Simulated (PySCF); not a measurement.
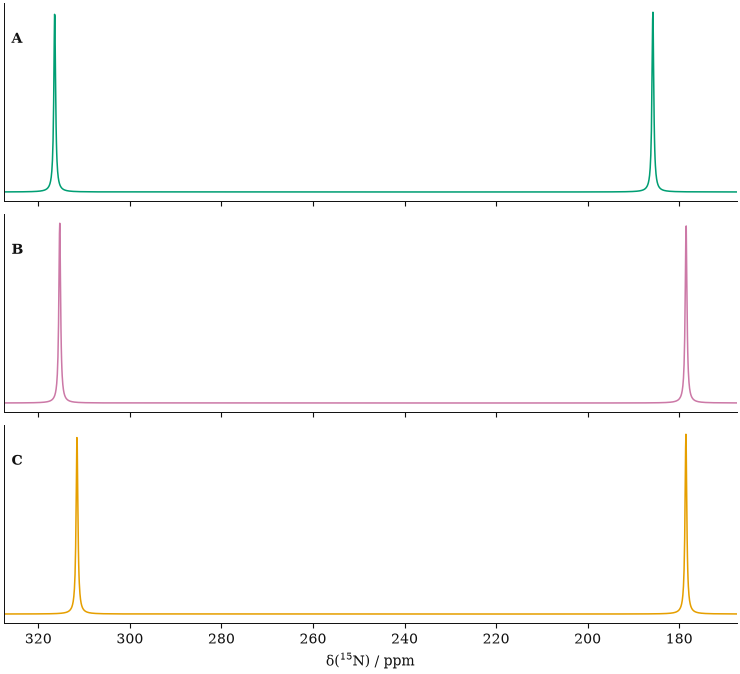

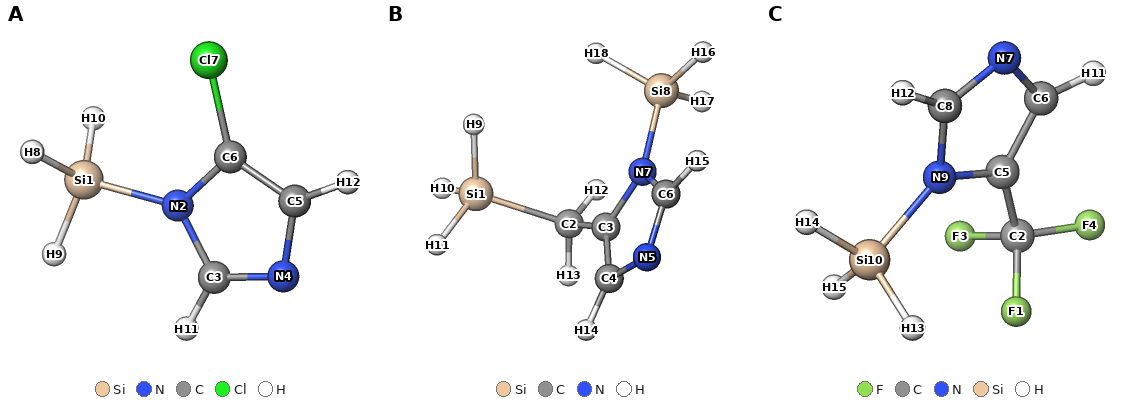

Related molecules: A is C₃H₅ClN₂Si, SMILES [SiH3]n1cncc1Cl; B is C₄H₁₀N₂Si₂, SMILES [SiH3]Cc1cncn1[SiH3]; C is C₄H₅F₃N₂Si, SMILES FC(F)(F)c1cncn1[SiH3]. GIAO ¹⁵N shifts against NH₃ (¹⁵N: a single molecule, while the usual scales start at liquid NH₃ or nitromethane; multiply bonded nitrogen can come out tens of ppm too deshielded), PBE0/pcSseg-1 in PySCF, at a PBE0-D3(BJ)/def2-SVP geometry (no frequency check); fully decoupled, line heights follow the number of nuclei within a panel, widths are arbitrary (no quadrupolar broadening); values of one conformer, averaged over nuclei that symmetry, rotation about single bonds or inversion at nitrogen exchange, these motions taken as fast; other conformers aren't averaged in.

Assign the ¹⁵N signals of each molecule.

A: 316.4 (N4); 185.8 (N2)
B: 315.3 (N5); 178.5 (N7)
C: 311.6 (N7); 178.5 (N9)
